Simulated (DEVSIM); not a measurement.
Structure: abrupt GaSb n-p junction, at 300 K.

| layer (left to right) | material | thickness (μm) | Nd (cm⁻³) | Na (cm⁻³) | τn (s) | τp (s) |
|---|---|---|---|---|---|---|
| 1 | GaSb | 12.0 | 1.2e15 | - | 2.9e-8 | 2.9e-8 |
| 2 | GaSb | 85.0 | - | 2.3e14 | 2.9e-8 | 2.9e-8 |

Left contact: ohmic. Right contact: ohmic. Voltage is applied to the left contact. Recombination: SRH at mid-gap. Mobility is μmin + (μ − μmin)/(1 + (N/Nref)^α).

Constants are typed, rounded textbook-type inputs, not results; the design itself was drawn at random and stands for no fabricated device. Values at 300 K.

| parameter | GaSb |
|---|---|
| gap (eV) | 0.726 |
| affinity (eV) | 4.06 |
| permittivity | 15.7 |
| Nc (cm⁻³) | 2.1e17 |
| Nv (cm⁻³) | 1.8e19 |
| μn (cm²/Vs) | 5000 |
| μp (cm²/Vs) | 850 |
| μn,min | 1000 |
| μp,min | 190 |
| Nref,n | 2.8e17 |
| Nref,p | 9e17 |
| αn | 1.05 |
| αp | 0.65 |

DEVSIM, 1D drift-diffusion, Boltzmann statistics, complete ionisation; no tunnelling, impact ionisation, image-force lowering or self-heating.

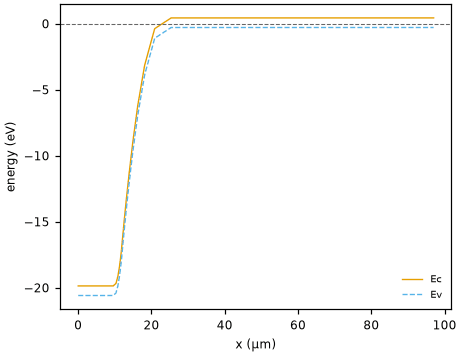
*Band edges at 20.0 V on the left contact*

Energies count from the Fermi level of the right contact; mesh points crowd at the junctions.

```csv
x (μm),Ec (eV),Ev (eV),n (cm⁻³),p (cm⁻³),field (V/cm)
0.000,-19.866,-20.592,1.2e15,2.0e9,≈ 0
0.05113,-19.866,-20.592,1.2e15,2.0e9,≈ 0
0.2107,-19.866,-20.592,1.2e15,2.0e9,≈ 0
0.6798,-19.866,-20.592,1.2e15,1.9e9,≈ 0
3.275,-19.866,-20.592,1.2e15,1.5e9,≈ 0
8.326,-19.866,-20.592,1.2e15,4.2e8,≈ 0
10.84,-19.136,-19.862,4.7e8,1.4e8,14000
11.76,-17.261,-17.987,2.2e8,1.8e8,27000
11.94,-16.761,-17.487,2.0e8,1.9e8,29000
12.00,-16.591,-17.317,1.9e8,1.9e8,30000
12.04,-16.455,-17.181,1.9e8,1.9e8,30000
12.28,-15.761,-16.487,1.9e8,2.2e8,29000
12.92,-13.933,-14.659,1.9e8,3.1e8,28000
14.94,-8.913,-9.639,1.9e8,6.8e8,22000
25.37,0.433,-0.293,1.0e9,2.3e14,≈ 0
52.27,0.434,-0.292,8.1e9,2.3e14,≈ 0
82.30,0.434,-0.292,1.0e10,2.3e14,≈ 0
92.33,0.435,-0.291,1.0e10,2.3e14,≈ 0
95.99,0.435,-0.291,1.0e10,2.3e14,≈ 0
96.69,0.435,-0.291,1.0e10,2.3e14,≈ 0
96.92,0.435,-0.291,1.0e10,2.3e14,≈ 0
97.00,0.435,-0.291,1.0e10,2.3e14,≈ 0
```
